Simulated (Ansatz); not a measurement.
# Moving the knobs of a GW run on VBiO4 (Clinobisvanite)

A base run on VBiO4 (Clinobisvanite), then changed inputs.

Main program and level: Ansatz 0.2.0; G0W0 on LDA, plane waves, PAW.

**1. The starting structure**

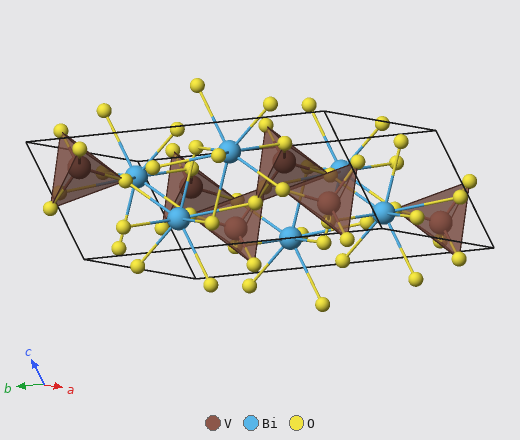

The starting structure, seen from a free direction (vanadium brown, bismuth blue, oxygen yellow). This picture shows the conventional cell, with its axes. Some periodic images of atoms are drawn too.

The cell and positions come from the Crystallography Open Database and are kept as given unless a step says otherwise. Spin-orbit coupling is left out unless a step names it. The default PAW set here is soft_2. Its files were made with PBE.

**2. The base run: 2×2×4 mesh, 394 empty bands, screening to 108 eV**

Now the one-shot GW correction: screening in the RPA, then the self-energy of the levels asked for.

input.yaml

```yaml
crystal:
  lattice:
    - [3.6235830947, -5.8486, 0.0]
    - [3.6235830947, 5.8486, 0.0]
    - [-3.5500110127, 0.0, 3.6473943918]
  atoms:
    - { symbol: V, position: [0.87, 0.13, 0.75] }
    - { symbol: V, position: [0.13, 0.87, 0.25] }
    - { symbol: Bi, position: [0.3665, 0.6335, 0.75] }
    - { symbol: Bi, position: [0.6335, 0.3665, 0.25] }
    - { symbol: O, position: [0.9383, 0.3547, 0.6388] }
    - { symbol: O, position: [0.6453, 0.0617, 0.8612] }
    - { symbol: O, position: [0.0617, 0.6453, 0.3612] }
    - { symbol: O, position: [0.3547, 0.9383, 0.1388] }
    - { symbol: O, position: [0.8113, 0.7099, 0.8796] }
    - { symbol: O, position: [0.2901, 0.1887, 0.6204] }
    - { symbol: O, position: [0.1887, 0.2901, 0.1204] }
    - { symbol: O, position: [0.7099, 0.8113, 0.3796] }
kpoints:
  mp_grid: { grid: [2, 2, 4] }
hamiltonian:
  xc: lda
scf:
  occupations: { method: fixed }
gw:
  n_empty_bands: 394
  ecut_chi: 108
  qp_bands: [v4, c4]
  qp_kpoints: band_edges
  screening: { model: contour_deformation }
```

Run with:

```console
ansatz run input.yaml --threads 3 --pin off --max-ram 92160MiB --backend cuda --events-out ev --progress --plain --runs-dir out --devices 1 --max-vram 13GiB  # rebuilt from the run's record
```

Numbers of over 12 decimals in the logs are rounded to 6 here.

Output:

```text
GPUs: using 1 of 1 available (devices: 1).
Engine: ansatz 0.2.0, x86_64-unknown-linux-gnu
Pseudopotentials: kind: paw
Pseudopotential: V, paw, valence charge 13, recommended cutoff 420 eV (normal), V.paw.azcp
Pseudopotential: Bi, paw, valence charge 15, recommended cutoff 420 eV (normal), Bi.paw.azcp
Pseudopotential: O, paw, valence charge 6, recommended cutoff 420 eV (normal), O.paw.azcp
Functional definition: SPW92
  exchange = slater_x
  correlation = pw_c
device memory: the entry about to start is reckoned to put 3.6 GiB on a device that reports 40.5 GiB free (of which the cap on the GPU budget leaves the run 13.0 GiB)
GPU FFT provider: cuFFT
GPU libraries: cuBLAS 13.8.2, cuFFT 12.4.0, cuSOLVER 12.3.4
Crystal: 12 atoms, lattice volume = 154.598 Å³
Basis set: ecut = 420 eV, 3041 PW (Γ)
Bands: 64, of which v1, the nominal top of the filled ones, is band 52 counted from 1 (51 counted from 0)
Symmetry: 4 space group operations
Space group: C2/c (ITA 15), of the structure as read, at distance tolerance 5.4e-5 Å
k-points: 9 of 16
Non-local potential: V, projectors of the file, l = 0: 3, l = 1: 2, l = 2: 3, l = 3: 1
Non-local potential: Bi, projectors of the file, l = 0: 2, l = 1: 2, l = 2: 2, l = 3: 2
Non-local potential: O, projectors of the file, l = 0: 2, l = 1: 2, l = 2: 1
PAW form: soft (Blöchl's): semilocal exchange-correlation on the pseudo side does not see the compensation charge
PAW frozen core: V, regenerated for the run's functional, and the local potential with it (the file was generated under x = pbe(κ = 0.804, μ = 0.219515), c = pbe(β = 0.066725))
PAW frozen core: Bi, regenerated for the run's functional, and the local potential with it (the file was generated under x = pbe(κ = 0.804, μ = 0.219515), c = pbe(β = 0.066725))
PAW frozen core: O, regenerated for the run's functional, and the local potential with it (the file was generated under x = pbe(κ = 0.804, μ = 0.219515), c = pbe(β = 0.066725))
PAW one-centre angular grid: V, 590 points (default); XC on 64 Gauss nodes
PAW one-centre angular grid: Bi, 590 points (default); XC on 64 Gauss nodes
PAW one-centre angular grid: O, 110 points (default); XC on 64 Gauss nodes
Initial density: superposition of atomic densities (neutral atoms: chi_scale 0, normalization atom), corrected by the library's trained network
Initial wavefunctions: pseudopotential atomic-orbital guess
GPU buffer pool allocated for 82944 grid points (all kernels)
GPU transforms: local potential and band sums: pruned to the plane-wave sphere, on 45×45×36
Functional: x = slater, c = lda
SCF iter   1: F=—  HF=-34338.366217 eV  |F-HF|=—  |Δ(HF+E_count)|=         —  Δρ=1.90e-2  dr2=5.25e-1  ethr=1.77e-3  ⟨swp⟩=4.1  Hψ=1726  notcnv=0  defer=74
[...]
NSCF: frozen V_eff on 1 k-points
device memory: the entry about to start is reckoned to put 1.1 GiB on a device that reports 33.8 GiB free (of which the cap on the GPU budget leaves the run 13.0 GiB)
NSCF: frozen V_eff on 1 k-points
SCF converged after 9 iterations
Free energy (F): -34338.254456 eV
Harris-Foulkes:  -34338.254456 eV  (|F-HF|=1.55e-8)
Internal energy: -34338.254456 eV  (E = F + TS)
E sigma→0 (E₀):  -34338.254456 eV
Fermi energy:    8.050453 eV
--- Per-component energies (eV) ---
  E_band       = -722.645747
  E_kinetic    = 2659.921571
  E_local      = -8102.326271  (includes V_loc(G=0)·N_el)
  E_nonlocal   = 1444.079676
  E_hartree    = 2948.687151
  E_xc         = -1138.524961
  E_vxc        = -1362.900438  (∫ρ·V_xc dr)
  E_paw        = -23997.376739  (= ΣΔE_a)
  E_vpaw       = -1258.820567  (= ΣTr[D̂ρ^β])
  E_aug_tail   = 0.019169  (compensation charges beyond the density's cutoff)
  E_ewald      = -8154.191953
  E_core_change = 1.457902  (= ΣΔE_core)
  E_smearing   = -0.000000  (= −TS)
  E_closure    = 0.000000  (closes the sum)
  Σ components = -34338.254456   (vs F -34338.254456, Δ=0.00e0)
--- Band table (eV; the first three rows and the last of 9) ---
  k-point 0: bands = [... 48 lower, 7.1428, 7.4512, 7.5059, 7.6648, 10.6048, 11.0444, 11.3622, 11.5452, ... 8 higher]
  k-point 1: bands = [... 48 lower, 7.1070, 7.2992, 7.5379, 8.0505, 10.6542, 10.8115, 11.0575, 11.2192, ... 8 higher]
  k-point 2: bands = [... 48 lower, 7.2504, 7.2504, 7.7101, 7.7101, 10.9501, 10.9501, 11.2449, 11.2449, ... 8 higher]
  k-point 8: bands = [... 48 lower, 7.2732, 7.2732, 7.8242, 7.8242, 11.0243, 11.0243, 11.2021, 11.2021, ... 8 higher]
--- G₀W₀: contour deformation, 6 samples at zero and on the imaginary axis and 1 off it, 16 q-points, 394 empty bands' worth ---
  eigenvalues of the whole cell's RPA ε∞ on this k-mesh (on a slab, of 1 + 4πα/V) = 5.9473, 6.9006, 7.4282; static W/v taken at q = 0 is 0.149203
  gw.qp_kpoints: band_edges: 9 of 9 stored k-points solved, in 1 pass; an edge of the gap read off the rows below is read off those points alone
    ik  band        ε_KS         Σx   Σc(E_QP)       V_xc       Z   E_QP_lin       E_QP  E_QP is
     0    49      7.1428   -23.7499     3.3433   -20.4416  0.7232     7.1778     7.1778  root
     0    50      7.4512   -25.3215     4.6437   -20.5773  0.7071     7.3505     7.3507  root
     0    51      7.5059   -25.6738     4.8339   -20.7317  0.7118     7.3975     7.3978  root
     0    52      7.6648   -25.8456     4.3513   -21.4595  0.7193     7.6300     7.6300  root
     0    53     10.6048   -15.7553    -5.9200   -23.1947  0.7238    12.1803    12.1242  root
     0    54     11.0444   -16.4378    -6.0289   -23.9968  0.7155    12.6391    12.5744  root
     0    55     11.3622   -17.1397    -6.3642   -25.0233  0.6890    12.9726    12.8816  root
     0    56     11.5452   -17.2110    -6.3845   -25.0572  0.6876    13.0986    13.0068  root
[...]
8    53     11.0243   -16.6368    -6.1935   -24.3312  0.6999    12.6008    12.5252  root
     8    54     11.0243   -16.6368    -6.1935   -24.3312  0.6999    12.6008    12.5252  root
     8    55     11.2021   -15.8558    -5.8856   -23.2315  0.7209    12.7517    12.6922  root
     8    56     11.2021   -15.8558    -5.8856   -23.2315  0.7209    12.7517    12.6922  root
```

It took 29 s on 1 × NVIDIA H100 80GB HBM3 (shared by 6 runs) with 3 threads of AMD EPYC 7R13 (Zen 3), shared host; peak memory 1.5 GiB; 50 s of CPU time.

This step gave:

* bands summed: 446
* RPA ε∞ on this mesh (eigenvalues): 5.947, 6.901, 7.428
* plane waves in the screening matrix: 401
* q-points in the mesh: 16
* G0W0 gap on the mesh: 3.704 eV
* k of the valence top: 0, 0, 0.25
* k of the conduction bottom: 0, -0.5, -0.5
* starting gap on the mesh: 2.299 eV
* Z at the valence top: 0.7320
* Z at the conduction bottom: 0.7218
* least direct G0W0 gap on the computed points: 3.766 eV

The gap on the mesh goes from 2.30 eV to 3.70 eV, a correction of +1.40 eV. Between the two edge states, bare exchange in place of the xc potential would open the gap by 10.73 eV, and correlation takes back 9.33 eV.

**3. Variant: all filled levels at the zone centre**

Edit input.yaml of step 2 so:

```diff
@@ -25,6 +25,6 @@
 gw:
-  n_empty_bands: 394
-  ecut_chi: 108
-  qp_bands: [v4, c4]
-  qp_kpoints: band_edges
+  n_empty_bands: 351
+  ecut_chi: 100
+  qp_bands: [lowest, c2]
+  qp_kpoints: [[0, 0, 0]]
   screening: { model: contour_deformation }
```

Output:

```text
GPUs: using 1 of 1 available (devices: 1).
[...]
GPU FFT provider: cuFFT
GPU libraries: cuBLAS 13.8.2, cuFFT 12.4.0, cuSOLVER 12.3.4
Crystal: 12 atoms, lattice volume = 154.598 Å³
Basis set: ecut = 420 eV, 3041 PW (Γ)
Bands: 64, of which v1, the nominal top of the filled ones, is band 52 counted from 1 (51 counted from 0)
Symmetry: 4 space group operations
[...]
k-points: 9 of 16
[...]
GPU buffer pool allocated for 82944 grid points (all kernels)
[...]
SCF iter   1: F=—  HF=-34338.366217 eV  |F-HF|=—  |Δ(HF+E_count)|=         —  Δρ=1.90e-2  dr2=5.25e-1  ethr=1.77e-3  ⟨swp⟩=4.1  Hψ=1726  notcnv=0  defer=74
[...]
SCF iter   9: F=-34338.254456 eV  HF=-34338.254456 eV  |F-HF|=1.55e-8  |Δ(HF+E_count)|=   4.62e-8  Δρ=3.74e-6  dr2=2.73e-8  ethr=9.62e-11  ⟨swp⟩=8.4  Hψ=1848  notcnv=0
SCF 1 converged in 9 iterations: F = -34338.254456 eV  dr2 = 2.73e-8
[...]
NSCF: frozen V_eff on 9 k-points
[...]
G₀W₀ screening: q 1/9
[... further progress lines ...]
[...]
SCF converged after 9 iterations
Free energy (F): -34338.254456 eV
[...]
Internal energy: -34338.254456 eV  (E = F + TS)
E sigma→0 (E₀):  -34338.254456 eV
Fermi energy:    8.050453 eV
[...]
--- Band table (eV; the first three rows and the last of 9) ---
  k-point 0: bands = [... 48 lower, 7.1428, 7.4512, 7.5059, 7.6648, 10.6048, 11.0444, 11.3622, 11.5452, ... 8 higher]
  k-point 1: bands = [... 48 lower, 7.1070, 7.2992, 7.5379, 8.0505, 10.6542, 10.8115, 11.0575, 11.2192, ... 8 higher]
[...]
0     5    -29.6399   -43.0983    11.3438   -31.1704  0.6300   -30.2343   -30.2240  root
     0     6    -29.6286   -43.1149    11.3333   -31.1988  0.6308   -30.2216   -30.2115  root
     0     7    -29.6272   -43.1112    11.3255   -31.1751  0.6333   -30.2486   -30.2378  root
     0     8    -29.6259   -43.1136    11.3276   -31.1780  0.6332   -30.2445   -30.2339  root
     0     9    -13.6795   -42.8639     6.6347   -34.0187  0.7450   -16.1331   -15.8900  root ?
     0    10    -13.6444   -42.9205     6.5466   -34.1401  0.7472   -16.1389   -15.8781  root ?
     0    11    -13.6200   -42.9907     6.5516   -34.2073  0.7478   -16.1125   -15.8518  root ?
     0    12    -13.6015   -43.1377     6.4846   -34.4000  0.7486   -16.1283   -15.8546  root ?
     0    13    -13.5818   -43.1030     6.4414   -34.4046  0.7497   -16.1194   -15.8388  root ?
     0    14    -13.5780   -43.1281     6.3534   -34.5176  0.7492   -16.1274   -15.8351  root ?
     0    15    -13.5773   -43.0623     6.4159   -34.3931  0.7506   -16.1177   -15.8306  root ?
     0    16    -13.5664   -43.1376     6.3702   -34.5117  0.7491   -16.1102   -15.8221  root ?
     0    17    -13.5400   -43.1922     6.4376   -34.4981  0.7498   -16.0741   -15.7964  root ?
     0    18    -13.5373   -43.1936     6.3913   -34.5378  0.7521   -16.0971   -15.8018  root ?
     0    19     -9.7619   -31.4514    10.6576   -20.0574  0.5875   -10.5373   -10.4983  root ?
     0    20     -8.3999   -33.1383    10.4001   -21.7456  0.6995    -9.4598    -9.3925  root
     0    21     -8.2289   -33.6661    10.2458   -22.3442  0.6955    -9.3689    -9.3049  root
[...]
0    51      7.5059   -25.6738     4.8681   -20.7317  0.7126     7.4319     7.4320  root
     0    52      7.6648   -25.8456     4.3880   -21.4595  0.7200     7.6668     7.6668  root
     0    53     10.6048   -15.7553    -5.8795   -23.1947  0.7244    12.2246    12.1647  root
     0    54     11.0444   -16.4378    -5.9879   -23.9968  0.7162    12.6847    12.6155  root
```

Wall time 13 s (1 × NVIDIA H100 80GB HBM3 (shared by 6 runs) with 3 threads); peak memory 1.4 GiB.

(Part 1 of 2 ends here.)

[Paths, hosts, dates, memory and timing lines, banners, echoed tables and standing remarks are left out of the program output.]

[Logs are printed without paths, hosts, clocks, repeated set-up lines and the standing remarks that a program may print on its own settings, such as how far it seeks lower states.]

[Runs of the session that timed out or met a known fault of the program may be left out.]

[Cells called generated may have been cut or substituted from an entry of the Crystallography Open Database or the Materials Project.]

[Hosts, paths, dates, database ids (printed as entryN), source tags and the programs' standing remarks are cut or masked in the printed files.]
